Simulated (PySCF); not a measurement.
# CHF (SMILES [CH]F): FCI/STO-3G

What is the vertical ionisation energy of CHF at FCI/STO-3G? 

The results are computed with PySCF 2.14.0.

22 further runs of the same task are left out: 10 that didn't finish, 12 set aside as unsound or not needed.

**1. Starting point**

The species is CHF (3 atoms), meant as a singlet with charge 0. SMILES: `[CH]F`. The coordinates come from a GFN2-xTB relaxation.

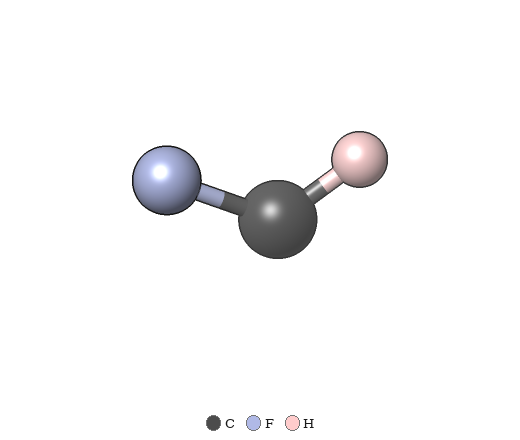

Viewed from a chosen angle; carbon dark grey, fluorine light blue, hydrogen pink.

**2. A single-point energy at FCI/STO-3G**

input.py reads:

```python
from pyscf import gto, scf, mcscf
from pyscf import fci

mol = gto.M(
    atom='''
C       -0.128130      -0.359190      -0.106370
F        0.969610      -0.011280       0.530170
H       -0.841470       0.370470      -0.423800
''',
    basis='sto-3g',
    max_memory=1860,
    verbose=3,
)

mf = scf.RHF(mol)
mf.conv_tol = 1e-10
mf.kernel()
if not mf.converged:
    mf = mf.newton().run(mf.mo_coeff, mf.mo_occ)

cas = mcscf.CASCI(mf, mf.mo_coeff.shape[-1] - 2, (mol.nelec[0] - 2, mol.nelec[1] - 2))  # full CI above the frozen core
cas.fcisolver = fci.direct_spin0.FCI(mol)  # even spin states alone
cas.kernel()
print('<S^2> = %.4f' % cas.fcisolver.spin_square(cas.ci, cas.ncas, cas.nelecas)[0])
e_tot = cas.e_tot
print(f'total energy: {e_tot:.8f} hartree')
```

Launch:

```sh
$ OMP_NUM_THREADS=1 python input.py
```

Standard output:

```text
converged SCF energy = -135.858590763097
CASCI E = -135.949821473381  E(CI) = -44.3321649856576  S^2 = 0.0000000
<S^2> = 0.0000
total energy: -135.94982147 hartree
```

It took 0.91 s on 1 thread of Arm Neoverse V1, shared host; peak memory 0.12 GiB.

**3. The doublet cation at the same level**

input.py reads:

```python
from pyscf import gto, scf, mcscf

mol = gto.M(
    atom='C -0.128130 -0.359190 -0.106370; F 0.969610 -0.011280 0.530170; H -0.841470 0.370470 -0.423800',
    basis='sto-3g',
    max_memory=1860,
    verbose=3,
    charge=1,
    spin=1,
)

mf = scf.ROHF(mol)
mf.conv_tol = 1e-10
mf.kernel()
if not mf.converged:
    mf = mf.newton().run(mf.mo_coeff, mf.mo_occ)

cas = mcscf.CASCI(mf, mf.mo_coeff.shape[-1] - 2, (mol.nelec[0] - 2, mol.nelec[1] - 2))  # full CI above the frozen core
cas.fix_spin_(ss=0.75)
cas.kernel()
etot = cas.e_tot
print('E(%s) = %.9f' % ('FCI', etot))
```

Launch:

```sh
$ OMP_NUM_THREADS=1 python input.py
```

Standard output:

```text
converged SCF energy = -135.610115352399
CASCI E = -135.723431045496  E(CI) = -44.1051664758122  S^2 = 0.7500000
E(FCI) = -135.723431045
```

Run time: 0.99 s. Hardware: 1 thread of Arm Neoverse V1, shared host; peak memory 0.12 GiB.

**4. What came out**

At FCI/STO-3G, 2 core orbitals frozen:

```
                                                   quantity          value
                                  singlet CHF: total energy  -135.94982 Eh
          singlet CHF: dipole moment (Hartree–Fock density)         1.51 D
           singlet CHF: HOMO energy (Hartree–Fock orbitals)       -7.40 eV
           singlet CHF: LUMO energy (Hartree–Fock orbitals)        6.64 eV
         singlet CHF: HOMO–LUMO gap (Hartree–Fock orbitals)       14.04 eV
   singlet CHF: correlation energy (2 core orbitals frozen)      -91.2 mEh
                               doublet cation: total energy  -135.72343 Eh
doublet cation: correlation energy (2 core orbitals frozen)     -113.3 mEh
         vertical ionisation energy (to the doublet cation)       6.160 eV
```

**Reading.** Removing an electron at fixed nuclei costs 6.16 eV (594 kJ/mol). In a minimal basis such a difference can be off by several eV, whatever the method. Mulliken charges (singlet CHF) of the mean-field density run from -0.11 on F2 to +0.07 on C1. Mulliken charges (doublet cation) of the mean-field density run from +0.12 on F2 to +0.60 on C1; they depend strongly on the basis.
